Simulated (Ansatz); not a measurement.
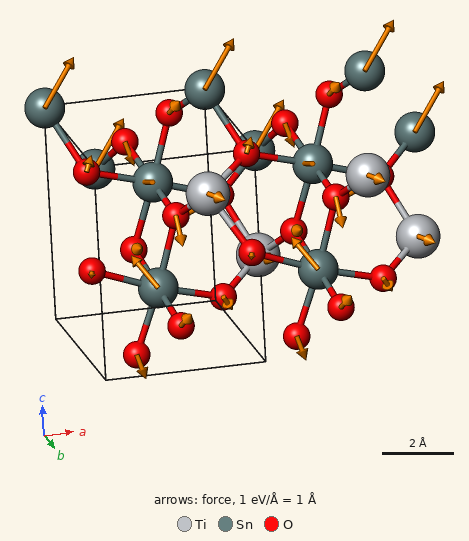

Starting geometry of solid TiSn3O8 (a generated structure, set up in P1) (coarse preliminary run) with the computed forces as orange arrows. Style: ball-and-stick. Shown: the cell of the calculation, reduced to other axes, repeated 2 × 1 × 1 with one cell outlined, from a free direction. Lengths and directions refer to the drawn axes.

All numbers below come from DFT PBE, scalar-relativistic, plane waves, PAW (Ansatz).

Input
```yaml
crystal:
  lattice:
    - [3.4441482689, -3.3800202255, -0.0633390905]
    - [3.4235129789, 3.3594217983, 0.1324917428]
    - [0.0651471677, 0.1841582812, 6.5292567136]
  atoms:
    - { symbol: Ti, position: [-0.0023722761, 0.0099888905, 0.5019051729] }
    - { symbol: Sn, position: [0.4897158097, 0.4920921195, 0.7390863261] }
    - { symbol: Sn, position: [0.5065769209, 0.4989734014, 0.2484817056] }
    - { symbol: Sn, position: [0.0073081026, -0.0030502507, -0.0068662946] }
    - { symbol: O, position: [0.3113499239, 0.31419642, -0.0018781303] }
    - { symbol: O, position: [0.2920461496, 0.3026049777, 0.5084363511] }
    - { symbol: O, position: [0.196083562, 0.8145756409, 0.7308422741] }
    - { symbol: O, position: [0.1881662024, 0.8122350875, 0.2633632303] }
    - { symbol: O, position: [0.8188375678, 0.1703311367, 0.746334175] }
    - { symbol: O, position: [0.7994170776, 0.1840144956, 0.2633309894] }
    - { symbol: O, position: [0.6795838036, 0.7061829861, 0.0023845781] }
    - { symbol: O, position: [0.7132871559, 0.6978550948, 0.5045796223] }
basis:
  ecutwfc: 420
kpoints:
  mp_grid: { grid: [4, 4, 2] }
hamiltonian:
  xc: pbe
scf:
  occupations: { method: gaussian, width: 0.1 }
  lower_state_search: "off"
output:
  forces: true
  stress: true
  eigenvalues: true
relax:
  adjacent_minimum: "off"
  f_tol: 0.025
  max_steps: 60
  cell: { stress_tol: 0.25 }
```

Run as
```bash
ansatz run input.yaml --threads 4 --pin off --max-ram 8192MiB --backend cpu --events-out ev --progress --plain --runs-dir out
```

### What follows when this structure is relaxed?

It isn't relaxed: the largest force vector, on O9, is 2.04 eV/Å. The final displacements follow the starting forces only in part (cosine between the two patterns 0.76). The energy falls by 57.3 meV per atom in 5 accepted moves (7 points after the start). The largest force component goes from 1.7 to 0.0019 eV/Å. Pressure: −5.27 GPa at the start and −0.02 GPa at the end. The SCF was repeated twice at an unchanged geometry on a basis and grid sized afresh for the cell, which shifted the energy by 1.3 meV per atom at most. The atom that moves furthest relative to the cell is O9 (0.11 Å along [−2 −1 −1]). Largest moves by element: O 0.11 Å, Sn 0.07 Å, Ti 0.05 Å. The drawn cell changes as follows: a 4.798 → 4.776 Å (−0.5 %), b 4.826 → 4.776 Å (−1.0 %), c 6.532 → 6.364 Å (−2.6 %), α 91.5° → 90.0°, β 93.1° → 90.0°, γ 91.1° → 89.9°; the volume changes by −3.8 %. Among the contacts that change: Sn4–O10 2.271 → 2.101 Å, Sn2–O11 2.236 → 2.083 Å, Sn4–O9 1.967 → 2.101 Å, Sn3–O12 2.197 → 2.077 Å. Bond angles that change, for instance: Sn3–O8–Sn4 120.1° → 126.4°, O7–Sn2–O11 85.0° → 90.9°, O5–Sn2–O12 171.7° → 177.6°. The space group (tolerance 0.01 Å) goes from P1 (No. 1) to Cmmm (No. 65).
